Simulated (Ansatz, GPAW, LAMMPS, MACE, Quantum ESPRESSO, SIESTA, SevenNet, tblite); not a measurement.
# Which run comes nearest? Amorphous 35La2O3-65GeO2 (mol %) (96 atoms)

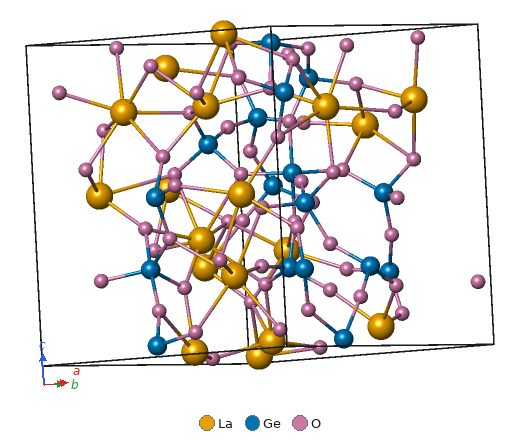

The cell (lanthanum orange, germanium blue, oxygen pink). Bonds to atoms that aren't drawn are left out.

Density of this cell: 5.04 g/cm³. The cell holds 96 atoms: 18 La, 17 Ge and 61 O. Cell: a = 11.582 Å, b = 11.582 Å, c = 11.582 Å, α = 90.0°, β = 90.0°, γ = 90.0°. 96 atoms (18 Nd, 17 Ge, 61 O) placed at random at 5.25 g/cm³, melted at 5000 K for 10 ps at fixed volume with the Morse and Coulomb pair potential with partial charges (Pedone, Malavasi, Menziani, Cormack and Segre, J. Phys. Chem. B 110, 11780 (2006)). Quenched from 5000 K to 300 K at 50 K/ps and fixed volume, held 10 ps at zero pressure, then minimised at fixed cell. Then Nd was replaced by La and the cell scaled by 1.016 (the potential has no terms for the new elements, so the cell is a start for a DFT relaxation).

Geometry: as built.

The reference, a calculation:

```
method                                           : Kohn-Sham DFT, PBE, SSSP efficiency 1.3.0 pseudopotentials, plane waves (Quantum ESPRESSO 7.5); sssp-pbe-1.3.0-efficiency, cutoffs 60/480 Ry, Γ point
r.m.s. force component                           : 0.7034 eV/Å
longest force                                    : 2.307 eV/Å
pressure                                         : 0.941 GPa
gap (highest filled to lowest empty level) : 2.871 eV
time                                             : 41 min on 1 thread of Arm Neoverse V2, shared host
CPU time                                         : 41 min
```

**Question.** The same geometry is run in other programs. How far does each lie from the reference, and what does it cost?
- SevenNet 0 potential (SevenNet 0; 1 thread)
- SIESTA PBE, DZP, shift 0.002 Ry, mesh 500 Ry (SIESTA 5.4.2; 4 MPI ranks)
- SevenNet l3i5 potential (SevenNet l3i5; 1 thread)
- MACE MPA-0 medium potential (MACE MPA-0 medium; 1 thread)
- tblite GFN1-xTB (tblite 0.8.0; 1 thread)
- GPAW PBE, LCAO dzp, h 0.18 Å (GPAW 26.7.0; 1 thread)
- SIESTA PBE, DZP, shift 0.01 Ry, mesh 500 Ry (SIESTA 5.4.2; 2 MPI ranks)
- SIESTA PBE, TZP, shift 0.01 Ry, mesh 500 Ry (SIESTA 5.4.2; 4 MPI ranks)

Differences are against the plane-wave reference, forces as r.m.s. over components; share is that over the reference's r.m.s. force, slope the least-squares factor from reference forces to these. Total energies of different programs have different zeros and aren't compared.

```
                                         run  Δ force, r.m.s. (meV/Å)  share (%)  slope  Δ pressure (GPa)  Δ gap (eV)  cores  CPU time  memory (GiB)
                                   reference                        -          -      -                 -           -      1    41 min          10.0
                        SevenNet 0 potential                     71.7       10.2  0.962            -0.582           -      1     7.7 s          0.91
SIESTA PBE, DZP, shift 0.002 Ry, mesh 500 Ry                      346       49.2  1.359              6.78      -0.217      4    19 min           4.7
                     SevenNet l3i5 potential                     53.6       7.62  1.000            -0.574           -      1      11 s           1.4
                 MACE MPA-0 medium potential                     85.1       12.1  1.021            -0.667           -      1     8.4 s           1.0
                             tblite GFN1-xTB                      800        114  0.208             -7.65           -      1      14 s          0.13
                GPAW PBE, LCAO dzp, h 0.18 Å                      480       68.2  1.470                 -     -0.0753      1   6.9 min           2.2
 SIESTA PBE, DZP, shift 0.01 Ry, mesh 500 Ry                      337       47.9  1.351              4.53      -0.201      2     8 min           2.9
 SIESTA PBE, TZP, shift 0.01 Ry, mesh 500 Ry                      268       38.0  1.282              3.14      -0.221      4    12 min           3.8
```

Times of the machine-learned potentials are mostly Python's start and the loading of weights.

CPU time is summed over cores on a shared host, where runs went side by side, so it is rough. Symmetry, cutoffs, thresholds, outputs and thread counts weren't matched or tuned between programs; memory under MPI is the largest rank's times the ranks.

The PBE runs in local orbitals differ by 38 % (SIESTA PBE, TZP, shift 0.01 Ry, mesh 500 Ry) to 68 % (GPAW PBE, LCAO dzp, h 0.18 Å); basis, grid and potentials can all enter. Tight binding differs by 114 % (tblite GFN1-xTB); it is another model, with fitted parameters of its own, and the xTB methods hold dispersion. Machine-learned potentials differ by 7.6 % (SevenNet l3i5 potential) to 12 % (MACE MPA-0 medium potential); they were trained on other programs' data. tblite GFN1-xTB needed 129 SCF steps, so its time overstates the method's usual cost. Periodic xTB results under one method name differ between programs and library versions. Machine-learned potentials mimic data converged in k, so the reference's own k-point error enters their differences. The network of bonds at the start is that of the classical potential that made the cell, and needn't be the one that DFT or experiment would give. The electronic-structure runs sample only Γ, in a cell whose shortest periodic width is 12 Å.

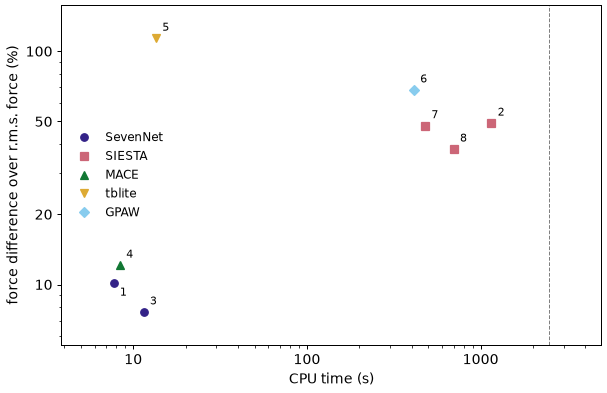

Force difference against CPU time; the dashed line marks the reference's time. Points: 1 SevenNet 0 potential; 2 SIESTA PBE, DZP, shift 0.002 Ry, mesh 500 Ry; 3 SevenNet l3i5 potential; 4 MACE MPA-0 medium potential; 5 tblite GFN1-xTB; 6 GPAW PBE, LCAO dzp, h 0.18 Å; 7 SIESTA PBE, DZP, shift 0.01 Ry, mesh 500 Ry; 8 SIESTA PBE, TZP, shift 0.01 Ry, mesh 500 Ry.

[Logs are printed without paths, hosts, clocks, repeated set-up lines and the standing remarks that a program may print on its own settings, such as how far it seeks lower states.]

[Hosts, paths, dates, database ids (printed as entryN), source tags and the programs' standing remarks are cut or masked in the printed files.]
